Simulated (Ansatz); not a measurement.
**AlBH2 (triplet): one geometry, many settings at angle Al2–B1–H3 = 101.7°**

Aim: run AlBH2 (triplet) at one geometry under a spread of methods and options, and see what each costs and gives.

Method: the settings change from run to run; program: Ansatz 0.2.0, Gaussian basis.

11 further runs of the same task are left out: 6 that didn't finish, 5 set aside as unsound or not needed.

## (1) What is computed

The geometry derives from a PBE0/def2-TZVP stationary point (not a proven minimum). One angle is set to the value named; bond lengths are kept.

4 atoms, charge 0, spin multiplicity 3.

Atoms are counted from 1 here; the program's logs count them from 0.

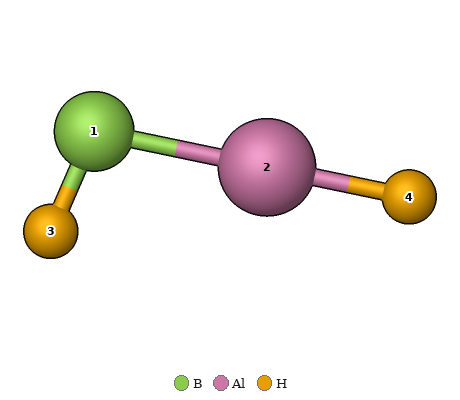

The geometry (boron green, aluminium pink, hydrogen amber); atoms are numbered from 1 in the order of the file.

## (2) NEVPT2(4,6)/6-31G*

in.yaml reads:

```yaml
crystal:
  periodic: [false, false, false]
  atoms:
    - {symbol: B, position_ang: [-0.891358, 0.000000, 1.048401]}
    - {symbol: Al, position_ang: [0.313776, 0.000000, -0.431875]}
    - {symbol: H, position_ang: [-0.144412, 0.000000, 1.965881]}
    - {symbol: H, position_ang: [1.305492, 0.000000, -1.650007]}
basis:
  gaussian: {orbitals: "6-31G*"}
magnetization: {spin_polarized: false, initial_magnetization: 2}
correlation: {method: sc_nevpt2, electrons: all, active_space: {window: {electrons: 4, orbitals: 6}}}
accuracy: high
```

Started as:

```bash
$ ansatz run in.yaml --threads 1 --pin off --events-out ev --progress --plain --max-ram 2393MiB
```

Log:

```text
Functional definition: HF
  name "HF"
  cite "Fock, Z. Phys. 61, 126 (1930) doi:10.1007/BF01340294"
  parent pbe
  exchange = exact_x
  correlation = 0
737 factors; integrals over basis functions are off by at most 3.3e-9 eV
mean field evaluation 1: about -7280.6895 eV, gradient 1.0e1 eV
mean field evaluation 2: about -7280.7147 eV, gradient 1.0e1 eV
mean field evaluation 4: about -7281.7533 eV, gradient 2.5e0 eV
mean field evaluation 8: about -7281.8297 eV, gradient 3.9e-1 eV
mean field evaluation 16: about -7281.8343 eV, gradient 7.1e-8 eV
mean field -7281.83425153 eV, -267.6024729394 hartree, gradient 7.1e-8 eV, S^2 2.000000; 0 other end points of the search recorded, 0 dependent functions left out
reference -7281.83425153 eV, -267.6024729394 hartree; 11, 9 occupied and 27, 29 virtual orbitals, 737 factors
state -7282.73304283 eV, -267.6355029101 hartree
state -7282.73304283 eV, -267.6355029101 hartree; corrected -7285.24871693 eV, -267.7279522284 hartree
Total energy: -7285.24871693 eV, -267.7279522284 hartree
```

It took 1.2 s on 1 thread of Intel Xeon Platinum 8488C, shared host.

From the report: 112 determinants; active occupations 1.95, 0.99, 0.99, 0.03, 0.02, 0.02.

## (3) CASSCF(4,4)/cc-pVDZ

in.yaml, as its differences from that of step 2:

```diff
@@ -8,5 +8,4 @@
 basis:
-  gaussian: {orbitals: "6-31G*"}
+  gaussian: {orbitals: cc-pVDZ, fitting: {mean_field: def2-universal-jkfit}}
 magnetization: {spin_polarized: false, initial_magnetization: 2}
-correlation: {method: sc_nevpt2, electrons: all, active_space: {window: {electrons: 4, orbitals: 6}}}
-accuracy: high
+correlation: {active_space: {window: {electrons: 4, orbitals: 4}}}
```

Launched as before.

Log:

```text
Functional definition: HF
  name "HF"
  cite "Fock, Z. Phys. 61, 126 (1930) doi:10.1007/BF01340294"
  parent pbe
  exchange = exact_x
  correlation = 0
239 factors; integrals over basis functions are off by at most 3.7e-1 eV
mean field evaluation 1: about -7281.1502 eV, gradient 1.1e1 eV
mean field evaluation 2: about -7282.0855 eV, gradient 4.7e0 eV
mean field evaluation 4: about -7282.3533 eV, gradient 7.5e-1 eV
mean field evaluation 8: about -7282.3764 eV, gradient 1.3e-6 eV
mean field -7282.37638634 eV, -267.6223960261 hartree, gradient 1.3e-6 eV, S^2 2.000000; 0 other end points of the search recorded, 0 dependent functions left out
reference -7282.37638634 eV, -267.6223960261 hartree; 11, 9 occupied and 31, 33 virtual orbitals, 239 factors
state -7282.76835849 eV, -267.6368007369 hartree
Total energy: -7282.76835849 eV, -267.6368007369 hartree
```

Wall time 0.48 s (1 thread of Intel Xeon Platinum 8488C, shared host).

From the report: 36 determinants; active occupations 1.98, 1.00, 1.00, 0.02.

## (4) MP2 on UHF/def2-SVP

in.yaml reads:

```yaml
crystal:
  periodic: [false, false, false]
  atoms:
    - {symbol: B, position_ang: [-0.891358, 0.000000, 1.048401]}
    - {symbol: Al, position_ang: [0.313776, 0.000000, -0.431875]}
    - {symbol: H, position_ang: [-0.144412, 0.000000, 1.965881]}
    - {symbol: H, position_ang: [1.305492, 0.000000, -1.650007]}
basis:
  gaussian: {orbitals: def2-SVP}
magnetization: {spin_polarized: true, initial_magnetization: 2}
correlation: {method: mp2, electrons: outside_noble_gas}
scf: {lower_state_search: full}
```

Launched as before.

Log, shortened:

```text
Functional definition: HF
  name "HF"
  cite "Fock, Z. Phys. 61, 126 (1930) doi:10.1007/BF01340294"
  parent pbe
[...]
406 factors; integrals over basis functions are off by at most 1.2e-3 eV
[...]
mean field -7279.75720391 eV, -267.5261428472 hartree, gradient 1.8e-6 eV, S^2 2.023216; 4 other end points of the search recorded, 0 dependent functions left out
6 core orbitals not correlated: weight in the atoms' cores, before any rotation towards them, 1.000 or more for the frozen orbitals, at most 0.000 for the correlated occupied ones
reference -7279.75720391 eV, -267.5261428472 hartree; 5, 3 occupied and 31, 33 virtual orbitals, 406 factors
second order -3.16616993 eV of doubles, -0.00000000 eV of singles
Total energy: -7282.92337385 eV, -267.6424974461 hartree
```

Run time: 0.39 s. Hardware: 1 thread of Intel Xeon Platinum 8488C, shared host.

From the report: ⟨S²⟩ of the determinant 2.023 (pure triplet: 2.00).

## (5) CCSD on UHF/def2-mTZVP

in.yaml, as its differences from that of step 4:

```diff
@@ -8,5 +8,4 @@
 basis:
-  gaussian: {orbitals: def2-SVP}
+  gaussian: {orbitals: def2-mTZVP}
 magnetization: {spin_polarized: true, initial_magnetization: 2}
-correlation: {method: mp2, electrons: outside_noble_gas}
-scf: {lower_state_search: full}
+correlation: {method: ccsd, electrons: all}
```

Same command.

Log, shortened:

```text
Functional definition: HF
  name "HF"
  cite "Fock, Z. Phys. 61, 126 (1930) doi:10.1007/BF01340294"
  parent pbe
[...]
439 factors; integrals over basis functions are off by at most 1.1e-3 eV
[...]
mean field -7282.52815749 eV, -267.6279735128 hartree, gradient 1.6e-6 eV, S^2 2.021648; 3 other end points of the search recorded, 0 dependent functions left out
determinant -7282.52815749 eV, -267.6279735128 hartree, with singles and doubles -7288.41944639 eV, -267.8444743865 hartree
determinant -7280.49091019 eV, -267.5531060556 hartree, with singles and doubles -7286.09520291 eV, -267.7590600144 hartree
determinant -7279.21677609 eV, -267.5062824910 hartree, with singles and doubles -7285.13739823 eV, -267.7238613416 hartree
determinant -7279.18107340 eV, -267.5049704413 hartree, with singles and doubles -7284.96247050 eV, -267.7174328658 hartree
reference -7282.52815749 eV, -267.6279735128 hartree; 11, 9 occupied and 36, 38 virtual orbitals, 439 factors
second order -5.13126986 eV of doubles, -0.00000000 eV of singles
cycle   1  -5.89105607 eV  change    2.3e-4 eV  update   1.3e-3
[...]
cycle   8  -5.89158004 eV  change    7.9e-6 eV  update   4.6e-6
Total energy: -7288.41973753 eV, -267.8444850858 hartree
```

It took 3.6 s on 1 thread of Intel Xeon Platinum 8488C, shared host.

From the report: ⟨S²⟩ of the determinant 2.022 (pure triplet: 2.00); correlation -5.8916 eV; T1 0.015; largest double amplitude 0.05.

## (6) CCSD(T) on ROHF/STO-3G

in.yaml, as its differences from that of step 5:

```diff
@@ -8,4 +8,5 @@
 basis:
-  gaussian: {orbitals: def2-mTZVP}
-magnetization: {spin_polarized: true, initial_magnetization: 2}
-correlation: {method: ccsd, electrons: all}
+  gaussian: {orbitals: STO-3G}
+magnetization: {spin_polarized: false, initial_magnetization: 2}
+correlation: {method: ccsd_t, electrons: outside_noble_gas}
+accuracy: high
```

Same command.

Log, shortened:

```text
Functional definition: HF
  name "HF"
  cite "Fock, Z. Phys. 61, 126 (1930) doi:10.1007/BF01340294"
  parent pbe
[...]
266 factors; integrals over basis functions are off by at most 2.1e-8 eV
[...]
mean field -7193.36653589 eV, -264.3513443548 hartree, gradient 9.0e-9 eV, S^2 2.000000; 1 other end points of the search recorded, 0 dependent functions left out
[...]
determinant -7193.36653589 eV, -264.3513443548 hartree, with singles and doubles -7195.54702905 eV, -264.4314760006 hartree
determinant -7190.06696292 eV, -264.2300872849 hartree, with singles and doubles -7191.90461085 eV, -264.2976196009 hartree
6 core orbitals not correlated: weight in the atoms' cores, before any rotation towards them, 0.999 or more for the frozen orbitals, at most 0.000 for the correlated occupied ones
reference -7193.36653589 eV, -264.3513443548 hartree; 5, 3 occupied and 5, 7 virtual orbitals, 266 factors
second order -1.41853881 eV of doubles, -0.03425569 eV of singles
cycle   1  -2.18044340 eV  change    5.0e-5 eV  update   1.0e-3
[...]
cycle  21  -2.18075085 eV  change   2.0e-11 eV  update  3.9e-10
perturbative correction -0.04285746 eV, -0.0015749825 hartree
Total energy: -7195.59014419 eV, -264.4330604529 hartree
```

Wall time 0.39 s (1 thread of Intel Xeon Platinum 8488C, shared host).

From the report: correlation -2.2236 eV; T1 0.036; largest double amplitude 0.08.

## (7) CCSD(T) on ROHF/cc-pVDZ

in.yaml, as its differences from that of step 6:

```diff
@@ -8,5 +8,6 @@
 basis:
-  gaussian: {orbitals: STO-3G}
+  gaussian: {orbitals: cc-pVDZ}
 magnetization: {spin_polarized: false, initial_magnetization: 2}
-correlation: {method: ccsd_t, electrons: outside_noble_gas}
-accuracy: high
+hamiltonian: {pseudopotentials: {relativity: scalar}}
+correlation: {method: ccsd_t, electrons: all}
+output: {forces: true}
```

Launched as before.

Log, shortened:

```text
Functional definition: HF
  name "HF"
  cite "Fock, Z. Phys. 61, 126 (1930) doi:10.1007/BF01340294"
  parent pbe
[...]
401 factors; integrals over basis functions are off by at most 8.2e-4 eV
[...]
mean field -7293.29564617 eV, -268.0236714234 hartree, gradient 1.6e-6 eV, S^2 2.000000; 1 other end points of the search recorded, 0 dependent functions left out
[...]
determinant -7293.29564617 eV, -268.0236714234 hartree, with singles and doubles -7297.59600391 eV, -268.1817066554 hartree
determinant -7291.22529628 eV, -267.9475874682 hartree, with singles and doubles -7295.24215738 eV, -268.0952043909 hartree
reference -7293.29564617 eV, -268.0236714234 hartree; 11, 9 occupied and 31, 33 virtual orbitals, 401 factors
second order -3.42423322 eV of doubles, -0.06198378 eV of singles
cycle   1  -4.30067709 eV  change   -3.2e-4 eV  update   1.4e-3
[...]
cycle  10  -4.30144629 eV  change   -3.8e-7 eV  update   9.1e-7
perturbative correction -0.13753547 eV, -0.0050543351 hartree
[...]
Total energy: -7297.73462793 eV, -268.1868009941 hartree
Relativity: scalar
Atom 0 at    -0.891358     0.000000     1.048401 Å, force    -0.613711    -0.000000     0.225592 eV/Å
Atom 1 at     0.313776     0.000000    -0.431875 Å, force     0.368805    -0.000000    -1.416157 eV/Å
Atom 2 at    -0.144412     0.000000     1.965881 Å, force     0.029683     0.000000     1.385121 eV/Å
Atom 3 at     1.305492     0.000000    -1.650007 Å, force     0.215223     0.000000    -0.194556 eV/Å
Dipole moment:     0.342675    -0.000000    -0.323628 e Å
```

Run time: 7.5 s. Hardware: 1 thread of Intel Xeon Platinum 8488C, shared host.

From the report: correlation -4.4390 eV; T1 0.021; largest double amplitude 0.05.

## (8) NEVPT2(2,5)/cc-pVDZ

in.yaml, as its differences from that of step 7:

```diff
@@ -10,4 +10,3 @@
 magnetization: {spin_polarized: false, initial_magnetization: 2}
-hamiltonian: {pseudopotentials: {relativity: scalar}}
-correlation: {method: ccsd_t, electrons: all}
-output: {forces: true}
+correlation: {method: sc_nevpt2, electrons: valence, active_space: {window: {electrons: 2, orbitals: 5}}}
+scf: {lower_state_search: off}
```

Launched as before.

Log, shortened:

```text
Functional definition: HF
  name "HF"
  cite "Fock, Z. Phys. 61, 126 (1930) doi:10.1007/BF01340294"
  parent pbe
[...]
401 factors; integrals over basis functions are off by at most 8.2e-4 eV
[...]
mean field -7282.37638047 eV, -267.6223958104 hartree, gradient 1.6e-6 eV, S^2 2.000000; 0 other end points of the search recorded, 0 dependent functions left out
reference -7282.37638047 eV, -267.6223958104 hartree; 11, 9 occupied and 31, 33 virtual orbitals, 401 factors
state -7282.53452534 eV, -267.6282075272 hartree
state -7282.53452534 eV, -267.6282075272 hartree; corrected -7285.72650913 eV, -267.7455107679 hartree
WARN: 1 active orbitals are nearly empty or full. The corrections depend on them more than the energy does, and are more stable in an active space without them
Total energy: -7285.72650913 eV, -267.7455107679 hartree
Checks for a lower state left out: stability, starts, cluster_reference, orbital_swaps, neighbouring_geometries, increment
```

Wall time 0.45 s (1 thread of Intel Xeon Platinum 8488C, shared host).

From the report: 12 determinants; active occupations 0.99, 0.99, 0.01, 0.01, 0.00. The report marks this result as in doubt.

## (9) MRCISD+Q(2,4)/6-31G*

in.yaml reads:

```yaml
crystal:
  periodic: [false, false, false]
  atoms:
    - {symbol: B, position_ang: [-0.891358, 0.000000, 1.048401]}
    - {symbol: Al, position_ang: [0.313776, 0.000000, -0.431875]}
    - {symbol: H, position_ang: [-0.144412, 0.000000, 1.965881]}
    - {symbol: H, position_ang: [1.305492, 0.000000, -1.650007]}
basis:
  gaussian: {orbitals: "6-31G*"}
magnetization: {spin_polarized: false, initial_magnetization: 2}
correlation: {method: fic_mrcisd_q, electrons: outside_noble_gas, active_space: {window: {electrons: 2, orbitals: 4}, states: [{multiplicity: 3, weights: [1, 1, 0.5, 1]}]}}
scf: {lower_state_search: full}
```

Same command.

Log, shortened:

```text
Functional definition: HF
  name "HF"
  cite "Fock, Z. Phys. 61, 126 (1930) doi:10.1007/BF01340294"
  parent pbe
[...]
663 factors; integrals over basis functions are off by at most 1.6e-7 eV
[...]
mean field -7281.83425151 eV, -267.6024729383 hartree, gradient 5.5e-6 eV, S^2 2.000000; 5 other end points of the search recorded, 0 dependent functions left out
reference -7281.83425151 eV, -267.6024729383 hartree; 11, 9 occupied and 27, 29 virtual orbitals, 663 factors
state -7281.71065556 eV, -267.5979308711 hartree
state -7279.73266887 eV, -267.5252412010 hartree
state -7278.75959375 eV, -267.4894813500 hartree
state -7277.97757351 eV, -267.4607426361 hartree
contracted CI cycle   1: correlation 0.00000000 eV, 0.0000000000 hartree, residual 1.33e1 eV
contracted CI cycle   2: correlation -3.34786998 eV, -0.1230319527 hartree, residual 2.59e0 eV
contracted CI cycle   3: correlation -3.49782232 eV, -0.1285425995 hartree, residual 6.89e-1 eV
[...]
contracted CI cycle  11: correlation -3.84623675 eV, -0.1413465934 hartree, residual 2.93e-3 eV
contracted CI cycle  12: correlation -3.84623698 eV, -0.1413466020 hartree, residual 1.15e-3 eV
contracted CI cycle  13: correlation -3.84623702 eV, -0.1413466033 hartree, residual 4.41e-4 eV
contracted CI cycle  14: correlation -3.84623702 eV, -0.1413466035 hartree, residual 1.83e-4 eV
state -7277.92631101 eV, -267.4588587740 hartree; corrected -7282.32426894 eV, -267.6204807469 hartree
state -7281.42734505 eV, -267.5875194018 hartree; corrected -7285.59933098 eV, -267.7408370567 hartree
state -7279.71352952 eV, -267.5245378430 hartree; corrected -7283.26663510 eV, -267.6551120646 hartree
state -7278.42465082 eV, -267.4771724243 hartree; corrected -7282.21171841 eV, -267.6163445912 hartree
state -7277.92631101 eV, -267.4588587740 hartree; corrected -7282.32426894 eV, -267.6204807469 hartree
WARN: the results are in doubt because another end's mean lies 0.149 eV lower, and its corrected mean 0.111 eV higher
Total energy: -7283.51316978 eV, -267.6641720468 hartree
In doubt: another end's mean lies 0.149 eV lower, and its corrected mean 0.111 eV higher
```

Run time: 2.6 s. Hardware: 1 thread of Intel Xeon Platinum 8488C, shared host.

From the report: 6 determinants; active occupations (of the averaged states) 0.71, 0.57, 0.57, 0.15. Mind the lines of doubt at the end of the log.

## (10) CCSD(T) on ROHF/cc-pVDZ

in.yaml reads:

```yaml
crystal:
  periodic: [false, false, false]
  atoms:
    - {symbol: B, position_ang: [-0.891358, 0.000000, 1.048401]}
    - {symbol: Al, position_ang: [0.313776, 0.000000, -0.431875]}
    - {symbol: H, position_ang: [-0.144412, 0.000000, 1.965881]}
    - {symbol: H, position_ang: [1.305492, 0.000000, -1.650007]}
basis:
  gaussian: {orbitals: cc-pVDZ}
magnetization: {spin_polarized: false, initial_magnetization: 2}
correlation: {method: ccsd_t, electrons: outside_noble_gas}
scf: {omitted_lower_state_checks: [cluster_reference]}
output: {forces: true}
```

Same command.

Log, shortened:

```text
Functional definition: HF
  name "HF"
  cite "Fock, Z. Phys. 61, 126 (1930) doi:10.1007/BF01340294"
  parent pbe
[...]
401 factors; integrals over basis functions are off by at most 8.2e-4 eV
[...]
mean field -7282.37638047 eV, -267.6223958104 hartree, gradient 1.6e-6 eV, S^2 2.000000; 0 other end points of the search recorded, 0 dependent functions left out
6 core orbitals not correlated: weight in the atoms' cores, before any rotation towards them, 1.000 or more for the frozen orbitals, at most 0.000 for the correlated occupied ones
reference -7282.37638047 eV, -267.6223958104 hartree; 5, 3 occupied and 31, 33 virtual orbitals, 401 factors
second order -3.23913605 eV of doubles, -0.06185275 eV of singles
cycle   1  -3.87536242 eV  change   -5.7e-1 eV  update   6.8e-2
[...]
cycle  15  -4.12557342 eV  change   -5.7e-8 eV  update   6.0e-7
perturbative correction -0.13155477 eV, -0.0048345488 hartree
[...]
Total energy: -7286.63350867 eV, -267.7788423861 hartree
Atom 0 at    -0.891358     0.000000     1.048401 Å, force    -0.656159     0.000000     0.241351 eV/Å
Atom 1 at     0.313776     0.000000    -0.431875 Å, force     0.393335    -0.000000    -1.445764 eV/Å
Atom 2 at    -0.144412     0.000000     1.965881 Å, force     0.044630    -0.000000     1.402610 eV/Å
Atom 3 at     1.305492     0.000000    -1.650007 Å, force     0.218194     0.000000    -0.198196 eV/Å
Dipole moment:     0.342501     0.000000    -0.323017 e Å
Checks for a lower state left out: cluster_reference
```

It took 2.7 s on 1 thread of Intel Xeon Platinum 8488C, shared host.

From the report: correlation -4.2571 eV; T1 0.033; largest double amplitude 0.05.

## (11) The runs in one table

Where basis and cores are those of an earlier UCCSDT(Q)/cc-pVDZ run (-7286.6776 eV), and the state is the same kind, the miss against it is given. † marks a result that the program doubts.

```csv
level,correlated,functions,energy (eV),from UCCSDT(Q) (meV),time
"NEVPT2(4,6)/6-31G*",all,38,-7285.2487,,1.2 s
"CASSCF(4,4)/cc-pVDZ",,42,-7282.7684,3909.2,0.48 s
MP2 on UHF/def2-SVP,outside noble gas,42,-7282.9234,,0.39 s
CCSD on UHF/def2-mTZVP,all,47,-7288.4197,,3.6 s
CCSD(T) on ROHF/STO-3G,outside noble gas,16,-7195.5901,,0.39 s
CCSD(T) on ROHF/cc-pVDZ (relativity set),all,42,-7297.7346,,7.5 s
"NEVPT2(2,5)/cc-pVDZ †",valence,42,-7285.7265,,0.45 s
"MRCISD+Q(2,4)/6-31G* (mean of several states) †",outside noble gas,38,-7283.5132,,2.6 s
CCSD(T) on ROHF/cc-pVDZ,outside noble gas,42,-7286.6335,44.1,2.7 s
```

## (12) What came out

| quantity | value |
| --- | --- |
| runs | 9 |
| quickest | MP2 on UHF/def2-SVP, 0.39 s |
| slowest | CCSD(T) on ROHF/cc-pVDZ (relativity set), 7.5 s |

**Reading.** Total energies in different bases, with other cores or another treatment of relativity can't be set against each other. CCSD(T) on ROHF/cc-pVDZ (relativity set) took 19 times as long as MP2 on UHF/def2-SVP; the jobs differ in more than the method. Hartree-Fock, CASSCF and CASCI lack dynamic correlation by design.
